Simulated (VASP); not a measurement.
Given:

```
ZrC
1.0
    0.00000     2.32284     2.32284
    2.32284     0.00000     2.32284
    2.32284     2.32284     0.00000
Zr C
1 1
Cartesian
  0.00000   0.00000   0.00000
  2.32284   2.32284   2.32284
```

Level of theory: LDA (Ceperley-Alder, Perdew-Zunger), VASP's LDA PAW potentials (set 64) (plane waves; VASP). Run with 520 eV cut-off, 15×15×15 Γ-centred mesh, tetrahedra with Blöchl corrections, potentials Zr_sv C.

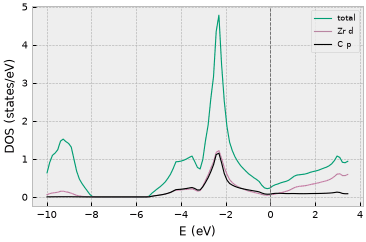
Total and projected density of states, zero at the Fermi level

Within 2 eV below the Fermi level the largest weight inside VASP's projection spheres is Zr d, then C p.

It has no gap at this level: it comes out as a metal or semimetal.

The compound is ZrC in the rock salt structure. It was relaxed first.
